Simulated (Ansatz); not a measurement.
**SiN2H4ClF (SMILES N[Si](N)(F)Cl) at MP2/6-31G(d) (spherical functions)**

What is the energy change on altering one bond length of SiN2H4ClF at MP2/6-31G* (spherical functions)? 

The calculation is run with Ansatz 0.2.0.

117 further runs of the same task are left out: 117 set aside as unsound or not needed. Runs told in other sessions of the task aren't counted.

## 1. The structure to begin with

SiN2H4ClF: 9 atoms, total charge 0, spin state singlet. As SMILES, `N[Si](N)(F)Cl`. The shape is that of a PBE0-D4/def2-TZVP optimisation. This is one conformer, not always the lowest.

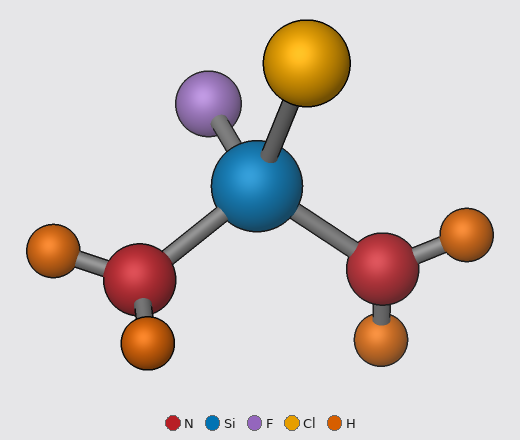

The structure, seen from a chosen angle (nitrogen red, silicon blue, fluorine purple, chlorine amber, hydrogen orange).

## 2. The energy at MP2/6-31G(d) (spherical functions)

The input, in.yaml:

```yaml
crystal:
  periodic: [false, false, false]
  atoms:
    - {symbol: "N", position_ang: [-1.103400, 0.512600, -0.802400]}
    - {symbol: Si, position_ang: [0.413700, -0.007900, -0.276100]}
    - {symbol: N, position_ang: [0.278200, -0.677900, 1.262900]}
    - {symbol: F, position_ang: [0.921700, -0.982300, -1.429200]}
    - {symbol: Cl, position_ang: [1.890300, 1.411100, -0.127000]}
    - {symbol: H, position_ang: [-1.655800, 1.131700, -0.233100]}
    - {symbol: H, position_ang: [-1.287400, 0.634500, -1.784500]}
    - {symbol: H, position_ang: [-0.423900, -1.367700, 1.471900]}
    - {symbol: H, position_ang: [1.055000, -0.700400, 1.900500]}
basis:
  gaussian: {orbitals: 6-31G_st_-spherical.json}
correlation: {method: mp2, frozen_orbitals: {Cl: 5, F: 1, H: 0, "N": 1, Si: 5}}
accuracy: high
```

The basis set 6-31G* is read from a file made from the Basis Set Exchange's data (not shown).

Run with:

```console
$ ansatz run in.yaml --threads 1 --pin off --max-ram 2610MiB --events-out events.jsonl --progress --plain --runs-dir runs
```

Log:

```text
Warning: RAYON_NUM_THREADS=1 ignored (pool sized by the plan → 1); use --threads N
Functional definition: HF
  name "HF"
  exchange = exact_x
  correlation = 0
1945 factors; integrals over basis functions are off by at most 3.6e-9 eV
mean field evaluation 1: about -26098.9178 eV, gradient 4.2e1 eV
mean field evaluation 2: about -26099.0227 eV, gradient 4.2e1 eV
mean field evaluation 4: about -26102.5427 eV, gradient 2.7e0 eV
mean field evaluation 8: about -26102.5710 eV, gradient 1.8e-1 eV
mean field evaluation 16: about -26102.5710 eV, gradient 1.3e-8 eV
mean field -26102.57104628 eV, -959.2517929926 hartree, gradient 1.3e-8 eV, S^2 0.000000; 0 other end points of the search recorded, 0 dependent functions left out
13 core orbitals not correlated: weight in the atoms' cores, before any rotation towards them, 1.000 or more for the frozen orbitals, at most 0.000 for the correlated occupied ones
reference -26102.57104628 eV, -959.2517929926 hartree; 16, 16 occupied and 57, 57 virtual orbitals, 1945 factors
second order -19.06187447 eV of doubles, -0.00000000 eV of singles
Total energy: -26121.63292075 eV, -959.9523039588 hartree
```

It took 4.8 s on 1 thread of Intel Xeon Platinum 8259CL at 2.50GHz (Skylake/Cascade Lake), shared host; peak memory 0.27 GiB.

## 3. The distorted shape at the same level

The input, molecule.yaml:

```yaml
crystal:
  periodic: [false, false, false]
  atoms:
    - {symbol: "N", position_ang: [-0.998110, 0.616045, -0.833742]}
    - {symbol: Si, position_ang: [0.518990, 0.095545, -0.307442]}
    - {symbol: N, position_ang: [0.383490, -0.574455, 1.231558]}
    - {symbol: F, position_ang: [1.026990, -0.878855, -1.460542]}
    - {symbol: Cl, position_ang: [1.995590, 1.514545, -0.158342]}
    - {symbol: H, position_ang: [-1.550510, 1.235145, -0.264442]}
    - {symbol: H, position_ang: [-1.182110, 0.737945, -1.815842]}
    - {symbol: H, position_ang: [-0.423900, -1.367700, 1.471900]}
    - {symbol: H, position_ang: [1.160290, -0.596955, 1.869158]}
basis:
  gaussian: {orbitals: 6-31G_st_-spherical.json}
correlation: {method: mp2, frozen_orbitals: {Cl: 5, F: 1, H: 0, "N": 1, Si: 5}}
accuracy: high
```

The basis set 6-31G* is read from a file made from the Basis Set Exchange's data (not shown).

Run with:

```console
$ ansatz run molecule.yaml --threads 1 --pin off --max-ram 2610MiB --events-out events.jsonl --progress --plain --runs-dir runs
```

Log:

```text
Warning: RAYON_NUM_THREADS=1 ignored (pool sized by the plan → 1); use --threads N
[... 4 set-up lines as earlier in the session ...]
1947 factors; integrals over basis functions are off by at most 3.4e-9 eV
mean field evaluation 1: about -26098.4527 eV, gradient 4.1e1 eV
mean field evaluation 2: about -26098.5604 eV, gradient 4.2e1 eV
mean field evaluation 4: about -26102.0678 eV, gradient 2.7e0 eV
mean field evaluation 8: about -26102.0970 eV, gradient 1.7e-1 eV
mean field evaluation 16: about -26102.0971 eV, gradient 1.3e-8 eV
mean field -26102.09708356 eV, -959.2343751840 hartree, gradient 1.3e-8 eV, S^2 0.000000; 0 other end points of the search recorded, 0 dependent functions left out
13 core orbitals not correlated: weight in the atoms' cores, before any rotation towards them, 1.000 or more for the frozen orbitals, at most 0.000 for the correlated occupied ones
reference -26102.09708356 eV, -959.2343751840 hartree; 16, 16 occupied and 57, 57 virtual orbitals, 1947 factors
second order -19.16746820 eV of doubles, -0.00000000 eV of singles
Total energy: -26121.26455176 eV, -959.9387666481 hartree
```

It took 4.8 s on 1 thread of Intel Xeon Platinum 8259CL at 2.50GHz (Skylake/Cascade Lake), shared host; peak memory 0.27 GiB.

## 4. What came out

At MP2/6-31G* (spherical functions), 13 core orbitals frozen:

| quantity | value |
| --- | --- |
| first shape: total energy | -959.95230 Eh |
| first shape: correlation energy (13 core orbitals frozen) | -700.5 mEh |
| distorted shape: total energy | -959.93877 Eh |
| distorted shape: correlation energy (13 core orbitals frozen) | -704.4 mEh |
| energy change with the N3–H8 bond stretched from 1.006 to 1.157 Å | 0.368 eV |

In words: With the N3–H8 bond stretched from 1.006 to 1.157 Å the energy rises by 0.37 eV (35.5 kJ/mol). The first shape isn't relaxed at this level, so the change isn't measured from a minimum.
